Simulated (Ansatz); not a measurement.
## Geometry relaxation, with input and output: CH₆Cl₂InP (part 1 of 3)

- system: CH₆Cl₂InP, SMILES [CH3][In-]([PH3+])([Cl])[Cl]
- method: RKS PBE0-D4/def2-TZVP (Ansatz 0.2.0)

The geometry: PBE-D4/def2-SVP start. Figures and captions count atoms from 1; the log counts them from 0 in places.

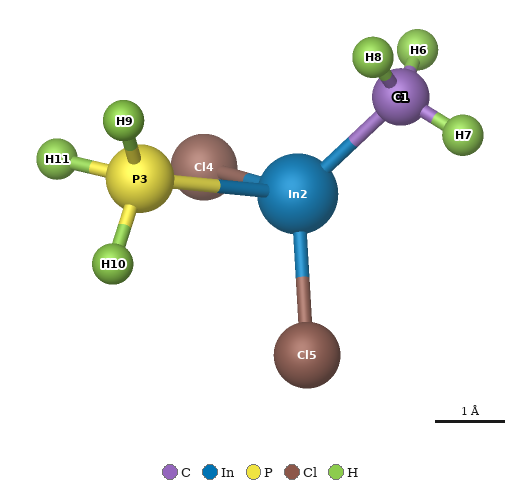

Fig. 1: The structure as given in the input (ball-and-stick view, seen at a tilt; atoms are numbered from 1 in the order of the input). Sticks mark near contacts.

**Results in brief**

- outcome: converged
- total energy: −40634.5332 eV
- mean-field energy: −40634.2625 eV
- dispersion energy: −0.2707 eV
- SCF solution under orbital rotations: stable
- largest force (length of the vector) at the end: 0.005 eV/Å
- dipole moment: 5.31 D
- hardware: 8 threads of Arm Neoverse V1, 23 GiB of memory available, shared host
- wall time: 4.1 min (CPU time 30 min)
- peak memory: 0.9 GiB

**Input file**
```yaml
crystal:
  periodic: [false, false, false]
  atoms:
    - {symbol: C, position_ang: [-2.046075, 0.297962, 0.776914]}
    - {symbol: In, position_ang: [-0.601906, 0.329768, -0.832245]}
    - {symbol: P, position_ang: [1.926259, -0.495602, 0.175552]}
    - {symbol: Cl, position_ang: [-0.501209, -1.383016, -2.503190]}
    - {symbol: Cl, position_ang: [0.372256, 2.362059, -1.642294]}
    - {symbol: H, position_ang: [-2.871348, -0.386311, 0.505518]}
    - {symbol: H, position_ang: [-2.433233, 1.321923, 0.932573]}
    - {symbol: H, position_ang: [-1.548440, -0.060531, 1.698058]}
    - {symbol: H, position_ang: [2.314247, -0.871412, 1.503662]}
    - {symbol: H, position_ang: [2.973120, 0.443943, -0.077140]}
    - {symbol: H, position_ang: [2.481728, -1.615682, -0.516906]}
basis:
  gaussian: {orbitals: def2-TZVP}
hamiltonian: {xc: pbe0, dispersion: d4}
relax: {f_tol: 0.005, max_steps: 150}
```

Launched with:
```bash
ansatz run in.yaml --threads 8 --pin off --events-out ev --progress --plain --max-ram 18278MiB
```

**Output**
```
Functional definition: PBE0
  name "PBE0"
  cite "Adamo & Barone, J. Chem. Phys. 110, 6158 (1999) doi:10.1063/1.478522"
  cite "Perdew, Burke & Ernzerhof, Phys. Rev. Lett. 77, 3865 (1996) doi:10.1103/PhysRevLett.77.3865"
  parent pbe
  parameter a = 0.25
  parameter kappa = 0.804
  parameter beta = 0.06672455060314922
  exchange = (1 - a)*pbe_x(kappa = kappa, mu = beta*pi^2/3) + a*exact_x
  correlation = pbe_c(beta = beta)
1743 factors; their error is unknown
mean field evaluation 1: about -40626.8921 eV, gradient 5.5e1 eV
mean field evaluation 2: about -40621.7871 eV, gradient 6.7e1 eV
mean field evaluation 4: about -40634.0353 eV, gradient 3.2e0 eV
mean field evaluation 8: about -40634.0551 eV, gradient 4.6e-2 eV
mean field evaluation 16: about -40634.1742 eV, gradient 1.6e-4 eV
mean field -40634.17419813 eV, -1493.2783589489 hartree, gradient 1.8e-5 eV, S^2 0.000000; 0 other end points of the search recorded, 0 dependent functions left out
the calculation of the forces begins
reference -40634.17424558 eV, -1493.2783606924 hartree; 41, 41 occupied and 187, 187 virtual orbitals, 1743 factors
relax step   1: F+E_penalty+E_count = -40634.43735623 eV  Δ(F+E_penalty+E_count) = +0.000e0 eV  max|allowed force component| = 5.551e-1 eV/Å  Δτ_max = 0.0000 Å  (27 SCF iters, accepted)
these checks for a lower state are left out or cut short: starts, cluster_reference, orbital_swaps, neighbouring_geometries, increment
1743 factors; their error is unknown
mean field -40634.20883904 eV, -1493.2796319787 hartree, gradient 1.6e-5 eV, S^2 0.000000; 0 other end points of the search recorded, 0 dependent functions left out
the calculation of the forces begins
reference -40634.20888637 eV, -1493.2796337179 hartree; 41, 41 occupied and 187, 187 virtual orbitals, 1743 factors
relax step   2: F+E_penalty+E_count = -40634.48177065 eV  Δ(F+E_penalty+E_count) = -4.441e-2 eV  max|allowed force component| = 4.675e-1 eV/Å  Δτ_max = 0.0938 Å  (28 SCF iters, accepted)
[... from here on the SCF iterations and repeated set-up lines of each step are left out, up to the last step ...]
relax step   3: F+E_penalty+E_count = -40634.49569003 eV  Δ(F+E_penalty+E_count) = -1.392e-2 eV  max|allowed force component| = 6.088e-2 eV/Å  Δτ_max = 0.0486 Å  (30 SCF iters, accepted)
relax step   4: F+E_penalty+E_count = -40634.49603730 eV  Δ(F+E_penalty+E_count) = -3.473e-4 eV  max|allowed force component| = 1.186e-2 eV/Å  Δτ_max = 0.0065 Å  (32 SCF iters, accepted)
relax step   5: F+E_penalty+E_count = -40634.49611264 eV  Δ(F+E_penalty+E_count) = -7.535e-5 eV  max|allowed force component| = 1.949e-2 eV/Å  Δτ_max = 0.0233 Å  (30 SCF iters, accepted)
relax step   6: F+E_penalty+E_count = -40634.49636371 eV  Δ(F+E_penalty+E_count) = -2.511e-4 eV  max|allowed force component| = 7.795e-3 eV/Å  Δτ_max = 0.0168 Å  (30 SCF iters, accepted)
relax step   7: F+E_penalty+E_count = -40634.49648071 eV  Δ(F+E_penalty+E_count) = -1.170e-4 eV  max|allowed force component| = 9.356e-3 eV/Å  Δτ_max = 0.0215 Å  (30 SCF iters, accepted)
relax step   8: F+E_penalty+E_count = -40634.49660187 eV  Δ(F+E_penalty+E_count) = -1.212e-4 eV  max|allowed force component| = 1.789e-2 eV/Å  Δτ_max = 0.0332 Å  (29 SCF iters, accepted)
relax step   9: F+E_penalty+E_count = -40634.49676388 eV  Δ(F+E_penalty+E_count) = -1.620e-4 eV  max|allowed force component| = 4.861e-2 eV/Å  Δτ_max = 0.0506 Å  (29 SCF iters, accepted)
relax step  10: F+E_penalty+E_count = -40634.49710148 eV  Δ(F+E_penalty+E_count) = -3.376e-4 eV  max|allowed force component| = 7.165e-2 eV/Å  Δτ_max = 0.0291 Å  (29 SCF iters, accepted)
relax step  11: F+E_penalty+E_count = -40634.49541207 eV  Δ(F+E_penalty+E_count) = +1.689e-3 eV  max|allowed force component| = 3.204e-1 eV/Å  Δτ_max = 0.1465 Å  (27 SCF iters, rejected (line search))
relax step  12: F+E_penalty+E_count = -40634.49598289 eV  Δ(F+E_penalty+E_count) = +1.119e-3 eV  max|allowed force component| = 1.779e-1 eV/Å  Δτ_max = 0.0137 Å  (30 SCF iters, rejected (line search))
relax step  13: F+E_penalty+E_count = -40634.49752288 eV  Δ(F+E_penalty+E_count) = -4.214e-4 eV  max|allowed force component| = 1.266e-2 eV/Å  Δτ_max = 0.0066 Å  (31 SCF iters, accepted)
relax step  14: F+E_penalty+E_count = -40634.49912969 eV  Δ(F+E_penalty+E_count) = -1.607e-3 eV  max|allowed force component| = 1.188e-2 eV/Å  Δτ_max = 0.0786 Å  (29 SCF iters, accepted)
relax step  15: F+E_penalty+E_count = -40634.50134528 eV  Δ(F+E_penalty+E_count) = -2.216e-3 eV  max|allowed force component| = 1.385e-1 eV/Å  Δτ_max = 0.1218 Å  (27 SCF iters, accepted)
relax step  16: F+E_penalty+E_count = -40634.49797295 eV  Δ(F+E_penalty+E_count) = +3.372e-3 eV  max|allowed force component| = 4.406e-1 eV/Å  Δτ_max = 0.1762 Å  (27 SCF iters, rejected (line search))
relax step  17: F+E_penalty+E_count = -40634.50405677 eV  Δ(F+E_penalty+E_count) = -2.711e-3 eV  max|allowed force component| = 4.172e-2 eV/Å  Δτ_max = 0.0881 Å  (29 SCF iters, accepted)
relax step  18: F+E_penalty+E_count = -40634.50853761 eV  Δ(F+E_penalty+E_count) = -4.481e-3 eV  max|allowed force component| = 6.609e-2 eV/Å  Δτ_max = 0.0979 Å  (29 SCF iters, accepted)
relax step  19: F+E_penalty+E_count = -40634.51121307 eV  Δ(F+E_penalty+E_count) = -2.675e-3 eV  max|allowed force component| = 2.238e-1 eV/Å  Δτ_max = 0.1465 Å  (27 SCF iters, accepted)
relax step  20: F+E_penalty+E_count = -40634.51522048 eV  Δ(F+E_penalty+E_count) = -4.007e-3 eV  max|allowed force component| = 2.074e-1 eV/Å  Δτ_max = 0.0427 Å  (29 SCF iters, accepted)
relax step  21: F+E_penalty+E_count = -40634.52131251 eV  Δ(F+E_penalty+E_count) = -6.092e-3 eV  max|allowed force component| = 2.996e-2 eV/Å  Δτ_max = 0.1227 Å  (27 SCF iters, accepted)
relax step  22: F+E_penalty+E_count = -40634.52078988 eV  Δ(F+E_penalty+E_count) = +5.226e-4 eV  max|allowed force component| = 2.215e-1 eV/Å  Δτ_max = 0.1945 Å  (27 SCF iters, rejected (line search))
relax step  23: F+E_penalty+E_count = -40634.51989525 eV  Δ(F+E_penalty+E_count) = +1.417e-3 eV  max|allowed force component| = 1.107e-1 eV/Å  Δτ_max = 0.0973 Å  (29 SCF iters, rejected (line search))
relax step  24: F+E_penalty+E_count = -40634.52307520 eV  Δ(F+E_penalty+E_count) = -1.763e-3 eV  max|allowed force component| = 2.571e-2 eV/Å  Δτ_max = 0.0476 Å  (29 SCF iters, accepted)
relax step  25: F+E_penalty+E_count = -40634.52505396 eV  Δ(F+E_penalty+E_count) = -1.979e-3 eV  max|allowed force component| = 1.190e-1 eV/Å  Δτ_max = 0.0975 Å  (29 SCF iters, accepted)
relax step  26: F+E_penalty+E_count = -40634.52595413 eV  Δ(F+E_penalty+E_count) = -9.002e-4 eV  max|allowed force component| = 1.202e-1 eV/Å  Δτ_max = 0.0610 Å  (29 SCF iters, accepted)
relax step  27: F+E_penalty+E_count = -40634.52673138 eV  Δ(F+E_penalty+E_count) = -7.772e-4 eV  max|allowed force component| = 1.018e-1 eV/Å  Δτ_max = 0.0548 Å  (29 SCF iters, accepted)
relax step  28: F+E_penalty+E_count = -40634.52736986 eV  Δ(F+E_penalty+E_count) = -6.385e-4 eV  max|allowed force component| = 8.109e-2 eV/Å  Δτ_max = 0.0277 Å  (30 SCF iters, accepted)
relax step  29: F+E_penalty+E_count = -40634.52770622 eV  Δ(F+E_penalty+E_count) = -3.364e-4 eV  max|allowed force component| = 1.468e-2 eV/Å  Δτ_max = 0.0274 Å  (30 SCF iters, accepted)
relax step  30: F+E_penalty+E_count = -40634.52777707 eV  Δ(F+E_penalty+E_count) = -7.085e-5 eV  max|allowed force component| = 2.731e-2 eV/Å  Δτ_max = 0.0311 Å  (30 SCF iters, accepted)
relax step  31: F+E_penalty+E_count = -40634.52785664 eV  Δ(F+E_penalty+E_count) = -7.957e-5 eV  max|allowed force component| = 1.492e-2 eV/Å  Δτ_max = 0.0060 Å  (31 SCF iters, accepted)
relax step  32: F+E_penalty+E_count = -40634.52788751 eV  Δ(F+E_penalty+E_count) = -3.088e-5 eV  max|allowed force component| = 7.107e-3 eV/Å  Δτ_max = 0.0092 Å  (31 SCF iters, accepted)
relax step  33: F+E_penalty+E_count = -40634.52791680 eV  Δ(F+E_penalty+E_count) = -2.929e-5 eV  max|allowed force component| = 5.919e-3 eV/Å  Δτ_max = 0.0120 Å  (30 SCF iters, accepted)
relax step  34: F+E_penalty+E_count = -40634.52794305 eV  Δ(F+E_penalty+E_count) = -2.625e-5 eV  max|allowed force component| = 1.144e-2 eV/Å  Δτ_max = 0.0132 Å  (30 SCF iters, accepted)
relax step  35: F+E_penalty+E_count = -40634.52797198 eV  Δ(F+E_penalty+E_count) = -2.893e-5 eV  max|allowed force component| = 1.404e-2 eV/Å  Δτ_max = 0.0177 Å  (30 SCF iters, accepted)
relax step  36: F+E_penalty+E_count = -40634.52800039 eV  Δ(F+E_penalty+E_count) = -2.840e-5 eV  max|allowed force component| = 1.775e-2 eV/Å  Δτ_max = 0.0147 Å  (30 SCF iters, accepted)
relax step  37: F+E_penalty+E_count = -40634.52795174 eV  Δ(F+E_penalty+E_count) = +4.865e-5 eV  max|allowed force component| = 5.593e-2 eV/Å  Δτ_max = 0.0385 Å  (29 SCF iters, rejected (line search))
relax step  38: F+E_penalty+E_count = -40634.52809060 eV  Δ(F+E_penalty+E_count) = -9.021e-5 eV  max|allowed force component| = 5.552e-3 eV/Å  Δτ_max = 0.0189 Å  (30 SCF iters, accepted)
relax step  39: F+E_penalty+E_count = -40634.52790947 eV  Δ(F+E_penalty+E_count) = +1.811e-4 eV  max|allowed force component| = 1.130e-1 eV/Å  Δτ_max = 0.0962 Å  (29 SCF iters, rejected (line search))
relax step  40: F+E_penalty+E_count = -40634.52819809 eV  Δ(F+E_penalty+E_count) = -1.075e-4 eV  max|allowed force component| = 1.871e-2 eV/Å  Δτ_max = 0.0382 Å  (29 SCF iters, accepted)
relax step  41: F+E_penalty+E_count = -40634.52840139 eV  Δ(F+E_penalty+E_count) = -2.033e-4 eV  max|allowed force component| = 3.712e-2 eV/Å  Δτ_max = 0.0488 Å  (29 SCF iters, accepted)
relax step  42: F+E_penalty+E_count = -40634.52848009 eV  Δ(F+E_penalty+E_count) = -7.869e-5 eV  max|allowed force component| = 4.739e-2 eV/Å  Δτ_max = 0.0222 Å  (30 SCF iters, accepted)
relax step  43: F+E_penalty+E_count = -40634.52871834 eV  Δ(F+E_penalty+E_count) = -2.383e-4 eV  max|allowed force component| = 2.401e-2 eV/Å  Δτ_max = 0.0173 Å  (30 SCF iters, accepted)
relax step  44: F+E_penalty+E_count = -40634.52896914 eV  Δ(F+E_penalty+E_count) = -2.508e-4 eV  max|allowed force component| = 2.288e-2 eV/Å  Δτ_max = 0.0367 Å  (29 SCF iters, accepted)
relax step  45: F+E_penalty+E_count = -40634.52400774 eV  Δ(F+E_penalty+E_count) = +4.961e-3 eV  max|allowed force component| = 3.212e-1 eV/Å  Δτ_max = 0.1475 Å  (27 SCF iters, rejected (line search))
relax step  46: F+E_penalty+E_count = -40634.52924451 eV  Δ(F+E_penalty+E_count) = -2.754e-4 eV  max|allowed force component| = 1.498e-2 eV/Å  Δτ_max = 0.0365 Å  (29 SCF iters, accepted)
relax step  47: F+E_penalty+E_count = -40634.52848631 eV  Δ(F+E_penalty+E_count) = +7.582e-4 eV  max|allowed force component| = 1.590e-1 eV/Å  Δτ_max = 0.0982 Å  (29 SCF iters, rejected (line search))
relax step  48: F+E_penalty+E_count = -40634.52702774 eV  Δ(F+E_penalty+E_count) = +2.217e-3 eV  max|allowed force component| = 1.223e-1 eV/Å  Δτ_max = 0.0139 Å  (30 SCF iters, rejected (line search))
relax step  49: F+E_penalty+E_count = -40634.52931467 eV  Δ(F+E_penalty+E_count) = -7.016e-5 eV  max|allowed force component| = 6.630e-3 eV/Å  Δτ_max = 0.0067 Å  (31 SCF iters, accepted)
relax step  50: F+E_penalty+E_count = -40634.52961535 eV  Δ(F+E_penalty+E_count) = -3.007e-4 eV  max|allowed force component| = 6.804e-3 eV/Å  Δτ_max = 0.0407 Å  (29 SCF iters, accepted)
relax step  51: F+E_penalty+E_count = -40634.52941007 eV  Δ(F+E_penalty+E_count) = +2.053e-4 eV  max|allowed force component| = 1.236e-1 eV/Å  Δτ_max = 0.0733 Å  (29 SCF iters, rejected (line search))
relax step  52: F+E_penalty+E_count = -40634.52987981 eV  Δ(F+E_penalty+E_count) = -2.645e-4 eV  max|allowed force component| = 1.703e-2 eV/Å  Δτ_max = 0.0337 Å  (29 SCF iters, accepted)
relax step  53: F+E_penalty+E_count = -40634.53014078 eV  Δ(F+E_penalty+E_count) = -2.610e-4 eV  max|allowed force component| = 2.972e-2 eV/Å  Δτ_max = 0.0366 Å  (29 SCF iters, accepted)
relax step  54: F+E_penalty+E_count = -40634.53015042 eV  Δ(F+E_penalty+E_count) = -9.636e-6 eV  max|allowed force component| = 8.729e-2 eV/Å  Δτ_max = 0.0550 Å  (29 SCF iters, accepted)
relax step  55: F+E_penalty+E_count = -40634.53027998 eV  Δ(F+E_penalty+E_count) = -1.296e-4 eV  max|allowed force component| = 6.030e-2 eV/Å  Δτ_max = 0.0224 Å  (30 SCF iters, accepted)
relax step  56: F+E_penalty+E_count = -40634.53088349 eV  Δ(F+E_penalty+E_count) = -6.035e-4 eV  max|allowed force component| = 3.188e-2 eV/Å  Δτ_max = 0.0194 Å  (30 SCF iters, accepted)
relax step  57: F+E_penalty+E_count = -40634.53118789 eV  Δ(F+E_penalty+E_count) = -3.044e-4 eV  max|allowed force component| = 7.739e-3 eV/Å  Δτ_max = 0.0260 Å  (31 SCF iters, accepted)
relax step  58: F+E_penalty+E_count = -40634.53142540 eV  Δ(F+E_penalty+E_count) = -2.375e-4 eV  max|allowed force component| = 8.497e-2 eV/Å  Δτ_max = 0.0954 Å  (29 SCF iters, accepted)
relax step  59: F+E_penalty+E_count = -40634.53177723 eV  Δ(F+E_penalty+E_count) = -3.518e-4 eV  max|allowed force component| = 2.101e-2 eV/Å  Δτ_max = 0.0163 Å  (30 SCF iters, accepted)
relax step  60: F+E_penalty+E_count = -40634.53197092 eV  Δ(F+E_penalty+E_count) = -1.937e-4 eV  max|allowed force component| = 2.142e-3 eV/Å  Δτ_max = 0.0223 Å  (30 SCF iters, accepted)
relax step  61: F+E_penalty+E_count = -40634.53163662 eV  Δ(F+E_penalty+E_count) = +3.343e-4 eV  max|allowed force component| = 1.290e-1 eV/Å  Δτ_max = 0.0987 Å  (29 SCF iters, rejected (line search))
relax step  62: F+E_penalty+E_count = -40634.53223254 eV  Δ(F+E_penalty+E_count) = -2.616e-4 eV  max|allowed force component| = 7.857e-3 eV/Å  Δτ_max = 0.0414 Å  (29 SCF iters, accepted)
relax step  63: F+E_penalty+E_count = -40634.53055409 eV  Δ(F+E_penalty+E_count) = +1.678e-3 eV  max|allowed force component| = 1.858e-1 eV/Å  Δτ_max = 0.0980 Å  (29 SCF iters, rejected (line search))
relax step  64: F+E_penalty+E_count = -40634.53241163 eV  Δ(F+E_penalty+E_count) = -1.791e-4 eV  max|allowed force component| = 1.711e-2 eV/Å  Δτ_max = 0.0314 Å  (29 SCF iters, accepted)
relax step  65: F+E_penalty+E_count = -40634.53253079 eV  Δ(F+E_penalty+E_count) = -1.192e-4 eV  max|allowed force component| = 4.562e-2 eV/Å  Δτ_max = 0.0487 Å  (30 SCF iters, accepted)
relax step  66: F+E_penalty+E_count = -40634.53236014 eV  Δ(F+E_penalty+E_count) = +1.706e-4 eV  max|allowed force component| = 7.280e-2 eV/Å  Δτ_max = 0.0347 Å  (29 SCF iters, rejected (line search))
relax step  67: F+E_penalty+E_count = -40634.53271598 eV  Δ(F+E_penalty+E_count) = -1.852e-4 eV  max|allowed force component| = 2.017e-2 eV/Å  Δτ_max = 0.0140 Å  (31 SCF iters, accepted)
relax step  68: F+E_penalty+E_count = -40634.53280784 eV  Δ(F+E_penalty+E_count) = -9.186e-5 eV  max|allowed force component| = 1.646e-2 eV/Å  Δτ_max = 0.0207 Å  (31 SCF iters, accepted)
relax step  69: F+E_penalty+E_count = -40634.53288492 eV  Δ(F+E_penalty+E_count) = -7.708e-5 eV  max|allowed force component| = 3.859e-2 eV/Å  Δτ_max = 0.0415 Å  (29 SCF iters, accepted)
relax step  70: F+E_penalty+E_count = -40634.53294991 eV  Δ(F+E_penalty+E_count) = -6.499e-5 eV  max|allowed force component| = 2.317e-2 eV/Å  Δτ_max = 0.0024 Å  (22 SCF iters, accepted)
relax step  71: F+E_penalty+E_count = -40634.53300751 eV  Δ(F+E_penalty+E_count) = -5.760e-5 eV  max|allowed force component| = 1.695e-3 eV/Å  Δτ_max = 0.0086 Å  (31 SCF iters, accepted)
relax step  72: F+E_penalty+E_count = -40634.53305881 eV  Δ(F+E_penalty+E_count) = -5.130e-5 eV  max|allowed force component| = 5.104e-3 eV/Å  Δτ_max = 0.0238 Å  (31 SCF iters, accepted)
relax step  73: F+E_penalty+E_count = -40634.53280300 eV  Δ(F+E_penalty+E_count) = +2.558e-4 eV  max|allowed force component| = 7.638e-2 eV/Å  Δτ_max = 0.0687 Å  (30 SCF iters, rejected (line search))
relax step  74: F+E_penalty+E_count = -40634.53309591 eV  Δ(F+E_penalty+E_count) = -3.709e-5 eV  max|allowed force component| = 4.877e-3 eV/Å  Δτ_max = 0.0215 Å  (31 SCF iters, accepted)
relax step  75: F+E_penalty+E_count = -40634.53307670 eV  Δ(F+E_penalty+E_count) = +1.920e-5 eV  max|allowed force component| = 2.935e-2 eV/Å  Δτ_max = 0.0375 Å  (29 SCF iters, rejected (line search))
these checks for a lower state are left out or cut short: starts, cluster_reference, orbital_swaps, neighbouring_geometries, increment
1743 factors; their error is unknown
mean field -40634.26245708 eV, -1493.2816024052 hartree, gradient 1.5e-5 eV, S^2 0.000000; 0 other end points of the search recorded, 0 dependent functions left out
the calculation of the forces begins
reference -40634.26250507 eV, -1493.2816041689 hartree; 41, 41 occupied and 187, 187 virtual orbitals, 1743 factors
relax step  76: F+E_penalty+E_count = -40634.53311840 eV  Δ(F+E_penalty+E_count) = -2.250e-5 eV  max|allowed force component| = 4.710e-3 eV/Å  Δτ_max = 0.0187 Å  (30 SCF iters, accepted)
1743 factors; their error is unknown
mean field evaluation 544: about -40634.2625 eV, gradient 2.3e-5 eV
```

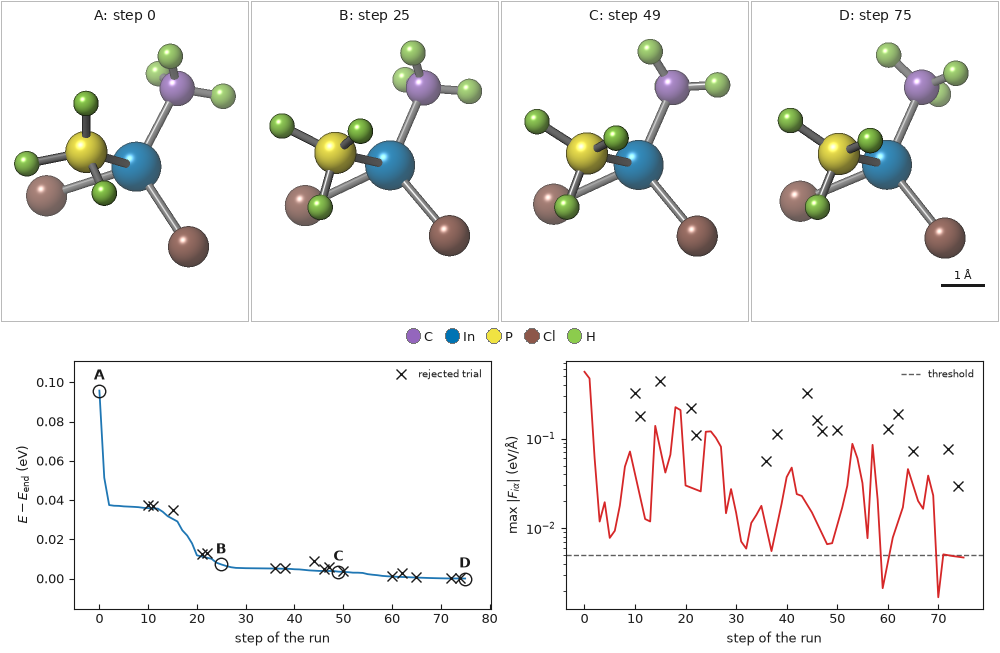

Fig. 2: Frames of the relaxation (ball-and-stick view, seen at a tilt) above the curves, on which the letters mark them (the first geometry is step 0 here and step 1 in the log).
